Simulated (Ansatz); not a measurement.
The compound is SrMnO3 (Pm-3m).

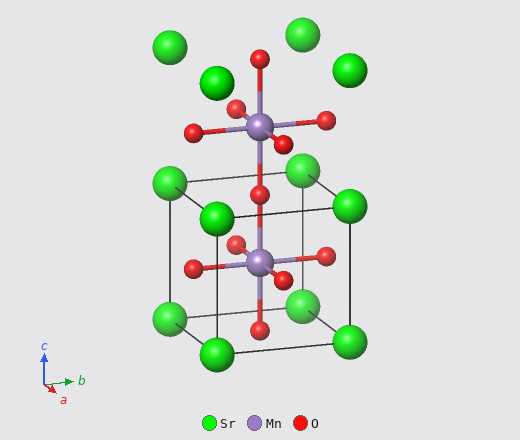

The structure (strontium green, manganese light purple, oxygen red). 1×1×2 cells are drawn. Some periodic images of atoms are drawn too.

It takes space group Pm-3m (No. 221, cubic). The conventional cell has a = 3.805 Å, b = 3.805 Å, c = 3.805 Å, α = 90.00°, β = 90.00°, γ = 90.00°. Nearest to Sr lie 12 O at 2.69 Å. Nearest to Mn lie 6 O at 1.90 Å. Nearest to O lie 2 Mn at 1.90 Å and 4 Sr at 2.69 Å. Farther neighbours and most contacts between anions are not listed.

```
Sr Mn O
1.0
     0.00000   -3.80500    0.00000
     0.00000    0.00000    3.80500
    -3.80500    0.00000    0.00000
Sr Mn O
1 1 3
Direct
  0.00000 0.00000 0.00000
  0.50000 0.50000 0.50000
  0.50000 0.50000 0.00000
  0.50000 0.00000 0.50000
  0.00000 0.50000 0.50000
```

 The program's search for lower electronic states was switched off, so nothing shows that the state found is the lowest. PAW set soft_2, made with PBE.

A constrained-RPA run (Ansatz 0.2.0; non-magnetic LDA; Mn d + anion p, bands v11 to c3, 4×4×4 mesh, medium accuracy) builds 14 functions on bands 12 eV wide, with 21.0 electrons in the window. The bare on-site interaction is 23.4 eV and the bare J 0.83 eV.

What U and J survive the screening?

On the Mn d shell, U = 11.00 eV (47 % of the bare value), U′ = 9.61 eV, J = 0.69 eV.

The parent state is non-magnetic and the interaction static (zero frequency); U depends on the window and the orbitals, so it belongs to this model alone. A window that holds the anion p bands defines a model with explicit ligands; its U belongs to that model and is not the U of DFT+U.

[Paths, hosts, dates, memory and timing lines, banners, echoed tables and standing remarks are left out of the program output.]

[Logs are printed without paths, hosts, clocks, repeated set-up lines and the standing remarks that a program may print on its own settings, such as how far it seeks lower states.]

[Runs of the session that timed out or met a known fault of the program may be left out.]

[Hosts, paths, dates, database ids (printed as entryN), source tags and the programs' standing remarks are cut or masked in the printed files.]
